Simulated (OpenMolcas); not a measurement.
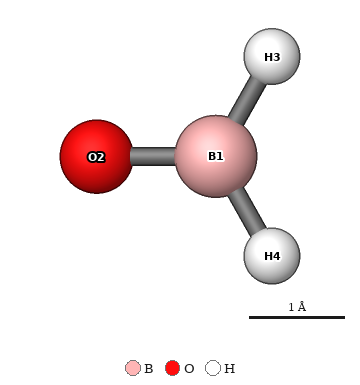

Figure 1. The structure as given in the input (ball-and-stick view, seen at a tilt; atoms are numbered from 1 in the order of the input).

# Excited-state calculation, with input and output: BH2O (part 1 of 3)

The run: excited-state calculation of BH2O, multiplicity 2. Method and program: CASSCF/ANO-S-VDZP (OpenMolcas 26.06).

The geometry comes from this level: PBE0-D4/def2-TZVP.

### Input file
```
>>> EXPORT MOLCAS_PRINT=2

&gateway
  coord=input.xyz
  basis=ANO-S-MB
  group=NoSym

&seward

&rasscf
  fileorb=$CurrDir/step1.RasOrb
  spin=2
  nactel=11 0 0
  inactive=2
  ras2=10
  ciroot=3 3 1
  orblisting=Nothing
>>> COPY $Project.RunFile RUNFIL1
>>> COPY $Project.RasOrb INPORB

&gateway
  coord=input.xyz
  basis=ANO-S-VDZP
  group=NoSym

&seward
>>> COPY $Project.RunFile RUNFIL2

&expbas

&rasscf
  fileorb=$Project.ExpOrb
  spin=2
  nactel=11 0 0
  inactive=2
  ras2=10
  ciroot=3 3 1
  orblisting=Nothing
  orbappear=Compact
```

### File input.xyz
```
4

B     -0.001100    -0.010300    -0.015100
O      1.025300    -0.340800     0.676900
H     -1.052600    -0.587700     0.151600
H      0.083900     0.878500    -0.833600
```

Run on 1 thread of AMD EPYC (Zen 3), 128 GiB of memory available, shared host.

Command:
```bash
export MOLCAS_MEM=1860
pymolcas step2.input > step2.log
```

### What the program printed
```
--- Start Module: gateway ---

                                              &GATEWAY

                       available to each process: 1.9 GB of memory, 1 thread

++    Symmetry information:
      ---------------------

                    Character Table for C1

                             E
                    a        1  x, y, xy, Rz, z, xz, Ry, yz, Rx, I
--

++    Basis set information:
      ----------------------

      Basis set label: B.ANO-S...2S1P.

      Electronic valence basis set:
      ------------------
      Associated Effective Charge   5.000000 au
      Associated Actual Charge      5.000000 au
      Nuclear Model: Point charge

      Shell  nPrim  nBasis  Cartesian Spherical Contaminant
         s      10       2        X
         p       6       1        X

      Basis set label: O.ANO-S...2S1P.

      Electronic valence basis set:
      ------------------
      Associated Effective Charge   8.000000 au
      Associated Actual Charge      8.000000 au
      Nuclear Model: Point charge

      Shell  nPrim  nBasis  Cartesian Spherical Contaminant
         s      10       2        X
         p       6       1        X

      Basis set label: H.ANO-S...1S.

      Electronic valence basis set:
      ------------------
      Associated Effective Charge   1.000000 au
      Associated Actual Charge      1.000000 au
      Nuclear Model: Point charge

      Shell  nPrim  nBasis  Cartesian Spherical Contaminant
         s       7       1        X
--

++    Molecular structure info:
      -------------------------

                    ************************************************
                    **** Cartesian Coordinates / bohr, angstrom ****
                    ************************************************

     Center  Label                x              y              z                     x              y              z
        1      B1              -0.002079      -0.019464      -0.028535             -0.001100      -0.010300      -0.015100
        2      O2               1.937536      -0.644019       1.279156              1.025300      -0.340800       0.676900
        3      H3              -1.989126      -1.110592       0.286482             -1.052600      -0.587700       0.151600
        4      H4               0.158548       1.660124      -1.575276              0.083900       0.878500      -0.833600

                    ***************************************
                    *    InterNuclear Distances / bohr    *
                    ***************************************

               1 B1            2 O2            3 H3            4 H4
    1 B1       0.000000
    2 O2       2.421204        0.000000
    3 H3       2.288701        4.076980        0.000000
    4 H4       2.288936        4.076966        3.969322        0.000000

                    *******************************************
                    *    InterNuclear Distances / angstrom    *
                    *******************************************

               1 B1            2 O2            3 H3            4 H4
    1 B1       0.000000
    2 O2       1.281246        0.000000
    3 H3       1.211128        2.157445        0.000000
    4 H4       1.211253        2.157438        2.100475        0.000000

                    **************************************
                    *    Valence Bond Angles / degree    *
                    **************************************
                          Atom centers                 Phi
                      2 O2       1 B1       3 H3       119.88
                      2 O2       1 B1       4 H4       119.87
                      3 H3       1 B1       4 H4       120.25
--

            Nuclear Potential Energy             25.06618591 au

--- Stop Module: gateway /rc=_RC_ALL_IS_WELL_ ---

--- Start Module: seward ---

                                              &SEWARD

                       available to each process: 1.9 GB of memory, 1 thread

               SEWARD will generate:
                  Multipole Moment integrals up to order  2
                  Kinetic Energy integrals
                  Nuclear Attraction integrals (point charge)
                  One-Electron Hamiltonian integrals
                  Velocity integrals
                  Orbital angular momentum around (  1.0036  -0.3433   0.6495 )
                  Velocity quadrupole around (  1.0036  -0.3433   0.6495 )
                  Two-Electron Repulsion integrals

                   Integrals are discarded if absolute value <: 1.00E-14
                   Integral cutoff threshold is set to       <: 1.00E-16

            Nuclear Potential Energy             25.06618591 au

      Basis set specifications :
      Symmetry species         a
      Basis functions           12

--- Stop Module: seward /rc=_RC_ALL_IS_WELL_ ---
--- Module seward spent 1 second ---

--- Start Module: rasscf ---

                                              &RASSCF

                       available to each process: 1.9 GB of memory, 1 thread

      Header of the ONEINT file:
      --------------------------

      OrdInt status: non-squared

      Cartesian coordinates in angstrom:
      -----------------------------------------------------
      No.  Label        X            Y            Z
      -----------------------------------------------------
       1   B1        -0.00110000  -0.01030000  -0.01510000
       2   O2         1.02530000  -0.34080000   0.67690000
       3   H3        -1.05260000  -0.58770000   0.15160000
       4   H4         0.08390000   0.87850000  -0.83360000
      -----------------------------------------------------
      Nuclear repulsion energy =   25.06618591

++    Wave function specifications:
      -----------------------------

      Number of closed shell electrons           4
      Number of electrons in active shells      11
      Max number of holes in RAS1 space          0
      Max nr of electrons in RAS3 space          0
      Number of inactive orbitals                2
      Number of active orbitals                 10
      Number of secondary orbitals               0
      Spin quantum number                      0.5
      State symmetry                             1
--

++    Orbital specifications:
      -----------------------

      Symmetry species                           1
                                                 a
      Frozen orbitals                            0
      Inactive orbitals                          2
      Active orbitals                           10
      RAS1 orbitals                              0
      RAS2 orbitals                             10
      RAS3 orbitals                              0
      Secondary orbitals                         0
      Deleted orbitals                           0
      Number of basis functions                 12
--

++    CI expansion specifications:
      ----------------------------

      Number of CSFs                         27720
      Number of determinants                 52920
      Number of root(s) required                 3
      Root chosen for geometry opt.              3
      CI roots used                              1     2     3
      weights                                0.333 0.333 0.333
      highest root included in the CI            3
      max. size of the explicit Hamiltonian    200
--

++    Optimization specifications:
      ----------------------------

      RASSCF algorithm: Conventional
      Maximum number of macro iterations       200
      Maximum number of SX iterations          100
      Threshold for RASSCF energy            1.000E-08
      Threshold for max MO rotation          1.000E-01
      Threshold for max BLB element          1.000E-04
      Level shift parameter                  5.000E-01
      Make Quasi-Newton update
--

      The MO-coefficients are taken from the file:
      step1.RasOrb
      Title: RASSCF canonical orbitals for CASPT2

      Total molecular charge    0.00

      ************************************************************************************************************************
      *                                            Wave function control section                                             *
      ************************************************************************************************************************

                                         RASSCF iterations: Energy and convergence statistics
                                         ----------------------------------------------------

          iter iter root      energy       change     param      element    value   shift minimum  type update hh:mm:ss
 Nr of preliminary CI iterations:   5
        1   1    7    0  -100.50972343    0.00E+00  -7.18E-03    1  10 1  4.40E-03*  0.00   0.00    SX    NO    0:00:01
        2   1    6    0  -100.50974114   -1.77E-05* -6.27E-04    2  10 1  3.17E-04*  0.00   0.00    SX    NO    0:00:00
        3   2    5    0  -100.50974337   -2.22E-06* -8.00E-05    2  10 1  3.86E-05   0.00   0.00    SX    NO    0:00:00
        4   7    5    0  -100.50974816   -4.79E-06*  4.54E-05    1  10 1  3.05E-05   0.00   0.00    SX    NO    0:00:01
        5   1    4    0  -100.50974816   -8.20E-10  -4.89E-06    2  11 1  2.63E-06   0.00   1.10    QN   YES    0:00:00
      Convergence after  5 iterations
        6   1    4    0  -100.50974816   -7.62E-12  -4.89E-06    1  11 1 -1.81E-07   0.00   1.10    QN   YES    0:00:00

      ************************************************************************************************************************
                                                      Wave function printout:
                       occupation of active orbitals, and spin coupling of open shells (u,d: Spin up or down)
      ************************************************************************************************************************

      Note: transformation to natural orbitals
      has been made, which may change the order of the CSFs.

      printout of CI-coefficients larger than  0.05 for root  1
      energy=    -100.582606
      conf/sym  1111111111     Coeff  Weight
             1  22222u0000   0.95988 0.92136
            22  2222ud000u  -0.06284 0.00395
            33  222u2ud000   0.07686 0.00591
           171  222ud2u000  -0.06447 0.00416
           332  22202u2000   0.11063 0.01224
           731  222uu2d000   0.09233 0.00852

      printout of CI-coefficients larger than  0.05 for root  2
      energy=    -100.480890
      conf/sym  1111111111     Coeff  Weight
             2  222220u000   0.06090 0.00371
            31  222u220000   0.97799 0.95647

      printout of CI-coefficients larger than  0.05 for root  3
      energy=    -100.465748
      conf/sym  1111111111     Coeff  Weight
            56  22u2220000  -0.96673 0.93456
           371  22ud22u000  -0.06141 0.00377
           411  2u2d22u000  -0.05508 0.00303
           981  2u2u22d000  -0.06964 0.00485
          3131  22u0222000   0.10638 0.01132

      Natural orbitals and occupation numbers for root  1
      sym 1:   1.997718   1.974104   1.985534   1.941843   1.961835   1.016662   0.060989   0.016931   0.024715   0.019670

      Natural orbitals and occupation numbers for root  2
      sym 1:   1.995306   1.979216   1.987224   0.999462   1.991584   1.972462   0.019879   0.013677   0.022632   0.018557

      Natural orbitals and occupation numbers for root  3
      sym 1:   1.991959   1.971429   1.010778   1.949148   1.993623   1.971866   0.053999   0.012185   0.024359   0.020654

      ************************************************************************************************************************
      *                                                    Final results                                                     *
      ************************************************************************************************************************

++    Final optimization conditions:
      ------------------------------

      Average CI energy                            -100.50974816
      RASSCF energy for state  3                   -100.46574842
      Super-CI energy                                -0.00000000
      RASSCF energy change                            0.00000000
      Max change in MO coefficients               4.893E-06
      Max non-diagonal density matrix element    -4.894E-06
      Maximum BLB matrix element                 -1.811E-07
      (orbital pair   1,  11 in symmetry   1)
      Norm of electronic gradient            1.131E-02
--

      Final state energy(ies):
      ------------------------

::    RASSCF root number  1 Total energy:   -100.58260570
::    RASSCF root number  2 Total energy:   -100.48089036
::    RASSCF root number  3 Total energy:   -100.46574842
      Von Neumann Entropy (Root   1) =  0.95115

      Mulliken population analysis for root number:  1
      -----------------------------------------------

++    Molecular charges:
      ------------------

      Mulliken charges per centre
      ---------------------------

                B1      O2      H3      H4
      Total    4.8806  8.3064  0.9065  0.9065

      N-E      0.1194 -0.3064  0.0935  0.0935

      Total electronic charge=   15.000000

      Total            charge=   -0.000000
--

      Expectation values of various properties for root number:  1
      -----------------------------------------------------------

++    Molecular properties:
      ---------------------

      Charge (e):
                      =   -0.0000
      Dipole Moment (debye):
      Origin of the operator (angstrom)=    0.5311   -0.1816    0.3437
                   X= -5.5618E-01               Y=  1.7920E-01               Z= -3.7508E-01           Total=  6.9436E-01
      Quadrupole Moment (debye*angstrom):
      Origin of the operator (angstrom)=    0.5311   -0.1816    0.3437
                  XX= -1.7538E+01              XY=  4.6597E-02              XZ= -5.1100E-01              YY= -1.6749E+01
                  YZ=  4.7925E-01              ZZ= -1.6911E+01
      In traceless form (debye*angstrom)
                  XX= -7.0871E-01              XY=  6.9895E-02              XZ= -7.6651E-01              YY=  4.7577E-01
                  YZ=  7.1888E-01              ZZ=  2.3294E-01
--

      Mulliken spin population analysis for root number:  1
      ---------------------------------------------------

++    Molecular charges:
      ------------------

      Mulliken spin population per centre
      ---------------------------

                B1      O2      H3      H4
      Total   -0.2249  0.8714  0.1767  0.1768

      Total electronic spin=    1.000000
--
```
